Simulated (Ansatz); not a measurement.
Nudged elastic band of ZrH3Cl3O

System: ZrH3Cl3O.
Method: RKS PBE0-D4/def2-SVP (Ansatz 0.2.0).

The run did not end well.

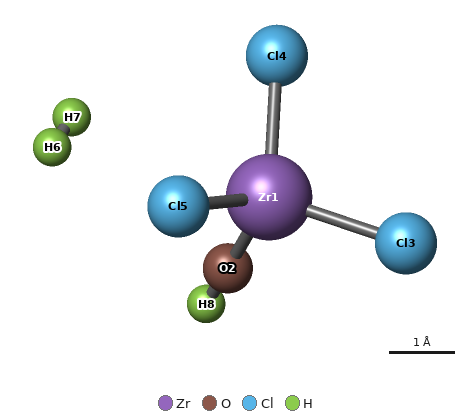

*The starting structure (ball-and-stick view, seen at a tilt; atoms are numbered from 1 in the order of the input). Sticks mark near contacts.*

Bond lengths as drawn: Cl–Zr 2.34 Å, H–H 0.75 Å, H–O 0.95 Å and O–Zr 1.88 Å.

### Outcome

```csv
quantity,value
outcome,stopped at the time limit
"barrier, forward (band not converged)",1.356 eV
"barrier, backward",0.466 eV
hardware,"8 threads of Arm Neoverse V1, 23 GiB of memory available, shared host"
wall time,2.5 min (CPU time 17 min)
peak memory,0.54 GiB
```

### What went wrong

This input holds a deliberate fault: stiff springs. The run was cut off by its time limit, so the output is incomplete.

### Input file
```yaml
crystal:
  periodic: [false, false, false]
  atoms:
    - {symbol: Zr, position_ang: [0.009770, -0.306530, -0.974808]}
    - {symbol: O, position_ang: [1.070441, -0.982285, 0.419921]}
    - {symbol: Cl, position_ang: [0.534272, -1.458049, -2.937467]}
    - {symbol: Cl, position_ang: [-2.249857, -0.634275, -0.472698]}
    - {symbol: Cl, position_ang: [0.461726, 1.967490, -1.274133]}
    - {symbol: H, position_ang: [-0.444625, 1.614466, 1.980007]}
    - {symbol: H, position_ang: [-0.983252, 1.116430, 2.120793]}
    - {symbol: H, position_ang: [1.601525, -1.317247, 1.138386]}
basis:
  gaussian: {orbitals: def2-SVP}
hamiltonian: {xc: pbe0, dispersion: d4}
neb:
  images: 5
  climbing: true
  max_iterations: 30
  initial_path: idpp
  spring: 500.0
  final_atoms:
    - {symbol: Zr, position_ang: [-0.592923, 0.205819, -0.559213]}
    - {symbol: O, position_ang: [1.212606, -0.123528, 0.882610]}
    - {symbol: Cl, position_ang: [0.242411, -1.869938, -1.356046]}
    - {symbol: Cl, position_ang: [-2.784377, 0.206360, -1.341478]}
    - {symbol: Cl, position_ang: [0.375551, 2.173296, -1.353064]}
    - {symbol: H, position_ang: [1.008577, -0.054669, 1.820089]}
    - {symbol: H, position_ang: [-1.183510, 0.390798, 1.175423]}
    - {symbol: H, position_ang: [1.721663, -0.928138, 0.731679]}
```

Command:
```bash
ansatz run in.yaml --threads 8 --pin off --events-out ev --progress --plain --max-ram 19148MiB
```

### Output
```
Functional definition: PBE0
  name "PBE0"
  cite "Adamo & Barone, J. Chem. Phys. 110, 6158 (1999) doi:10.1063/1.478522"
  cite "Perdew, Burke & Ernzerhof, Phys. Rev. Lett. 77, 3865 (1996) doi:10.1103/PhysRevLett.77.3865"
  parent pbe
  parameter a = 0.25
  parameter kappa = 0.804
  parameter beta = 0.06672455060314922
  exchange = (1 - a)*pbe_x(kappa = kappa, mu = beta*pi^2/3) + a*exact_x
  correlation = pbe_c(beta = beta)
1163 factors; integrals over basis functions are off by at most 2.5e-4 eV
mean field evaluation 1: about -40918.4782 eV, gradient 5.4e1 eV
mean field evaluation 2: about -40879.6640 eV, gradient 1.5e2 eV
mean field evaluation 4: about -40923.7430 eV, gradient 4.9e0 eV
mean field evaluation 8: about -40923.8427 eV, gradient 2.7e-1 eV
mean field evaluation 16: about -40923.8430 eV, gradient 1.3e-5 eV
mean field -40923.84296511 eV, -1503.9234897907 hartree, gradient 1.3e-5 eV, S^2 0.000000; 0 other end points of the search recorded, 0 dependent functions left out
the calculation of the forces begins
reference -40923.84303062 eV, -1503.9234921983 hartree; 37, 37 occupied and 77, 77 virtual orbitals, 1163 factors
1168 factors; integrals over basis functions are off by at most 1.0e-3 eV
mean field evaluation 32: about -40922.9453 eV, gradient 2.1e-5 eV
mean field -40922.94532791 eV, -1503.8905022321 hartree, gradient 2.1e-5 eV, S^2 0.000000; 0 other end points of the search recorded, 0 dependent functions left out
[... from here on the field's lines of each further geometry are left out, up to the last ...]
WARN: NEB end point (image 0): max|allowed force component| = 3.740e-1 eV/Å (the criterion of neb.relax_end_points is 1.000e-2). That is over neb.f_tol: it is no minimum, so the barrier can be far off. Relax it first
WARN: NEB end point (image 6): max|allowed force component| = 2.574e-1 eV/Å (the criterion of neb.relax_end_points is 1.000e-2). That is over neb.f_tol: it is no minimum, so the barrier can be far off. Relax it first
NEB iter   1: max|band force component| = 4.221e0 eV/Å  barrier→ = 4.6801 eV  barrier← = 3.7904 eV  Δτ_max = 0.2000 Å  (200 SCF iters)
NEB iter   2: max|band force component| = 4.289e0 eV/Å  barrier→ = 3.1993 eV  barrier← = 2.3095 eV  Δτ_max = 0.1011 Å  (160 SCF iters)
NEB iter   3: max|band force component| = 3.638e0 eV/Å  barrier→ = 2.7642 eV  barrier← = 1.8744 eV  Δτ_max = 0.1004 Å  (142 SCF iters)
NEB iter   4: max|band force component| = 2.200e0 eV/Å  barrier→ = 2.3791 eV  barrier← = 1.4893 eV  Δτ_max = 0.2000 Å  (141 SCF iters)
NEB iter   5: max|band force component| = 3.964e0 eV/Å  barrier→ = 1.5832 eV  barrier← = 0.6935 eV  Δτ_max = 0.1021 Å  (146 SCF iters)
NEB iter   6: max|band force component| = 7.314e-1 eV/Å  barrier→ = 1.4086 eV  barrier← = 0.5188 eV  Δτ_max = 0.2000 Å  (143 SCF iters)
NEB iter   7: max|band force component| = 5.476e-1 eV/Å  barrier→ = 1.3805 eV  barrier← = 0.4908 eV  Δτ_max = 0.1989 Å  (144 SCF iters)
NEB iter   8: max|band force component| = 2.796e0 eV/Å  barrier→ = 1.4250 eV  barrier← = 0.5352 eV  Δτ_max = 0.0981 Å  (146 SCF iters)
NEB iter   9: max|band force component| = 1.061e0 eV/Å  barrier→ = 1.3035 eV  barrier← = 0.4138 eV  Δτ_max = 0.2000 Å  (143 SCF iters)
NEB iter  10: max|band force component| = 4.646e-1 eV/Å  barrier→ = 1.3145 eV  barrier← = 0.4248 eV  CI = image 4  Δτ_max = 0.1211 Å  (147 SCF iters)
NEB iter  11: max|band force component| = 6.137e-1 eV/Å  barrier→ = 1.3133 eV  barrier← = 0.4236 eV  CI = image 4  Δτ_max = 0.0605 Å  (141 SCF iters)
NEB iter  12: max|band force component| = 3.029e-1 eV/Å  barrier→ = 1.3405 eV  barrier← = 0.4507 eV  CI = image 4  Δτ_max = 0.0779 Å  (146 SCF iters)
NEB iter  13: max|band force component| = 1.646e-1 eV/Å  barrier→ = 1.3619 eV  barrier← = 0.4722 eV  CI = image 4  Δτ_max = 0.0403 Å  (146 SCF iters)
NEB iter  14: max|band force component| = 9.727e-2 eV/Å  barrier→ = 1.3586 eV  barrier← = 0.4688 eV  CI = image 4  Δτ_max = 0.0227 Å  (135 SCF iters)
NEB iter  15: max|band force component| = 8.751e-2 eV/Å  barrier→ = 1.3566 eV  barrier← = 0.4669 eV  CI = image 4  Δτ_max = 0.0289 Å  (134 SCF iters)
NEB iter  16: max|band force component| = 8.231e-2 eV/Å  barrier→ = 1.3559 eV  barrier← = 0.4661 eV  CI = image 4  Δτ_max = 0.0506 Å  (137 SCF iters)
```

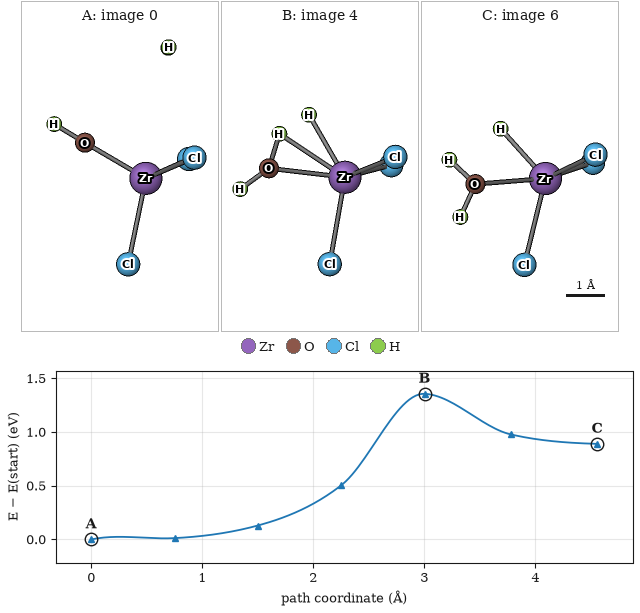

*Images of the last band (counted from 0; ball-and-stick, seen at a tilt) above the energy along the path; the line is a cubic interpolation that uses the forces.*

The highest image is number 4, 1.356 eV above the start and 0.466 eV above the end (the climbing image); the end lies 0.890 eV above the start. The path is 4.56 Å long. The band had not converged after 16 iterations. The end points carry forces over 0.1 eV/Å, so they aren't fully relaxed minima and the barriers are approximate.

```
the calculation of the forces begins
reference -40922.47547065 eV, -1503.8732352961 hartree; 37, 37 occupied and 77, 77 virtual orbitals, 1164 factors
these checks for a lower state are left out or cut short: stability, starts, cluster_reference, orbital_swaps, neighbouring_geometries, increment
1164 factors; integrals over basis functions are off by at most 1.2e-3 eV
mean field -40922.47728530 eV, -1503.8733019834 hartree, gradient 3.7e-6 eV, S^2 0.000000; 0 other end points of the search recorded, 0 dependent functions left out
the calculation of the forces begins
reference -40922.47735168 eV, -1503.8733044228 hartree; 37, 37 occupied and 77, 77 virtual orbitals, 1164 factors
these checks for a lower state are left out or cut short: stability, starts, cluster_reference, orbital_swaps, neighbouring_geometries, increment
1164 factors; integrals over basis functions are off by at most 1.2e-3 eV
Error: SIGTERM received: run cancelled behind 944 evaluations of the mean field
```

### The last band as extended XYZ (Å, eV, eV/Å)
```
8
Properties=species:S:1:pos:R:3:forces:R:3 image=0 energy=-40924.05499
Zr    0.0098   -0.3065   -0.9748    0.0314  -0.0156   0.0517
O     1.0704   -0.9823    0.4199   -0.1091   0.0637  -0.1611
Cl    0.5343   -1.4580   -2.9375    0.0237  -0.0483  -0.0766
Cl   -2.2499   -0.6343   -0.4727   -0.0959  -0.0181   0.0246
Cl    0.4617    1.9675   -1.2741    0.0242   0.0966  -0.0114
H    -0.4446    1.6145    1.9800    0.3689   0.3459  -0.0978
H    -0.9833    1.1164    2.1208   -0.3740  -0.3416   0.0962
H     1.6015   -1.3172    1.1384    0.1309  -0.0826   0.1744
8
Properties=species:S:1:pos:R:3:forces:R:3 image=1 energy=-40924.04288
Zr   -0.0796   -0.1826   -0.8967    0.0055  -0.0118  -0.0161
O     1.1380   -0.8092    0.3927   -0.0062  -0.0129  -0.0065
Cl    0.3361   -1.3846   -2.8572    0.0017   0.0056  -0.0267
Cl   -2.3088   -0.5805   -0.2764    0.0090  -0.0159   0.0038
Cl    0.2854    2.0935   -1.3224    0.0040  -0.0072   0.0032
H    -0.1984    0.9788    2.0285   -0.0033   0.0298   0.0219
H    -0.9479    1.0450    1.9152   -0.0050   0.0133   0.0187
H     1.7751   -1.1605    1.0164   -0.0056  -0.0008   0.0018
8
Properties=species:S:1:pos:R:3:forces:R:3 image=2 energy=-40923.92548
Zr   -0.1686   -0.0337   -0.7227    0.0113  -0.0536  -0.0573
O     1.2598   -0.5902    0.3867   -0.0295  -0.0905  -0.0159
Cl    0.1797   -1.3801   -2.5920   -0.0161   0.0452  -0.1424
Cl   -2.4177   -0.4727   -0.1591    0.0544  -0.0729   0.0485
Cl    0.0607    2.2197   -1.3326    0.0376  -0.0325   0.0241
H    -0.0780    0.5612    1.8178   -0.0544   0.1165   0.0794
H    -0.8182    0.7451    1.7849   -0.0325   0.0824   0.0493
H     1.9823   -1.0493    0.8169    0.0292   0.0054   0.0143
8
Properties=species:S:1:pos:R:3:forces:R:3 image=3 energy=-40923.55129
Zr   -0.2580    0.1049   -0.5827    0.2094  -0.1227  -0.1217
O     1.3772   -0.2846    0.3680    0.0247  -0.1375  -0.2662
Cl    0.1699   -1.4372   -2.2721   -0.0879   0.0085  -0.3004
Cl   -2.5373   -0.4126   -0.1627    0.1891  -0.0464   0.1424
Cl   -0.2273    2.3185   -1.3434    0.0769  -0.0496   0.0145
H     0.1066    0.2314    1.6397   -0.4743   0.2520   0.3165
H    -0.6431    0.4301    1.7156   -0.0900   0.0919   0.2251
H     2.0120   -0.9505    0.6376    0.1522   0.0039  -0.0103
8
Properties=species:S:1:pos:R:3:forces:R:3 image=4 energy=-40922.69909
Zr   -0.4659    0.1879   -0.4671   -0.0251  -0.0184   0.0072
O     1.3806   -0.0820    0.5535   -0.0016   0.0116   0.0739
Cl    0.2645   -1.3898   -2.0531   -0.0049   0.0040   0.0056
Cl   -2.6781   -0.5274   -0.2138    0.0044   0.0103   0.0018
Cl   -0.4730    2.3608   -1.2950    0.0068  -0.0012   0.0010
H     0.5196    0.0316    1.3725    0.0329   0.0044  -0.0808
H    -0.5037    0.2760    1.5374   -0.0128  -0.0134  -0.0005
H     1.9561   -0.8572    0.5656    0.0003   0.0028  -0.0083
8
Properties=species:S:1:pos:R:3:forces:R:3 image=5 energy=-40923.07727
Zr   -0.6646    0.1833   -0.4158   -0.0566   0.0057   0.0015
O     1.3945   -0.0011    0.5499   -0.0193   0.0285   0.0412
Cl    0.3416   -1.4432   -1.8387    0.0245  -0.0216   0.0806
Cl   -2.8585   -0.5888   -0.3282   -0.0746   0.0181  -0.0642
Cl   -0.6069    2.3646   -1.2388   -0.0008  -0.0025   0.0209
H     1.1151   -0.0362    1.4805    0.2112  -0.0312   0.0015
H    -0.7031    0.2640    1.4448   -0.0820  -0.0073  -0.0341
H     1.9819   -0.7426    0.3462   -0.0024   0.0103  -0.0473
8
Properties=species:S:1:pos:R:3:forces:R:3 image=6 energy=-40923.16523
Zr   -0.7683    0.0950   -0.3277    0.1058  -0.0004   0.0928
O     1.4242    0.1153    0.4722   -0.2574   0.1377  -0.1828
Cl    0.2082   -1.6140   -1.6571    0.0423  -0.0474  -0.0054
Cl   -3.0385   -0.4007   -0.4492   -0.0825  -0.0190  -0.0123
Cl   -0.5533    2.3090   -1.0282   -0.0006   0.0997  -0.0239
H     1.5146    0.0445    1.4272    0.0611  -0.0389   0.1850
H    -0.8105   -0.0357    1.5089    0.0018  -0.0057  -0.0064
H     2.0235   -0.5134    0.0539    0.1295  -0.1260  -0.0470
```
